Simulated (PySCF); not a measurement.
Molecule: CH4BNO2Si, SMILES N#C[SiH2]B(O)O, singlet. Atoms near the plane z = 0.0 Å, at the B3LYP/def2-SVP optimised geometry (x, y, z in Å): N1 (2.1, -2.1, 0.0), C2 (2.0, -0.9, 0.0), Si3 (1.5, 0.9, 0.0), B4 (-0.5, 0.9, 0.0), O5 (-1.3, -0.3, 0.0), O6 (-1.2, 2.1, 0.0), H9 (-0.8, -1.1, 0.0), H10 (-2.1, 2.0, 0.0).

Level of theory: B3LYP/def2-TZVP (PySCF). Cells within 0.4 Å of a nucleus heavier than hydrogen are left out (blank, or x). The values are rescaled to run from 0 to 1.

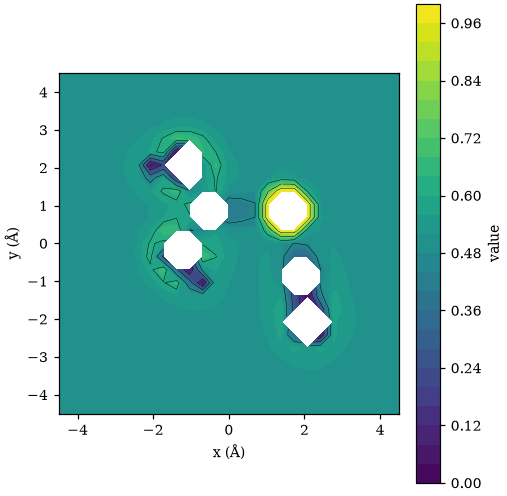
a field on the plane z = 0.0 Å.

Q: Which quantity is mapped?
A) log10 of the electron density
B) electron localisation function
C) Laplacian of the electron density
D) electrostatic potential

A: C, Laplacian of the electron density. In full: Laplacian of the electron density (e/bohr⁵), clipped to [-1.50, 1.50].
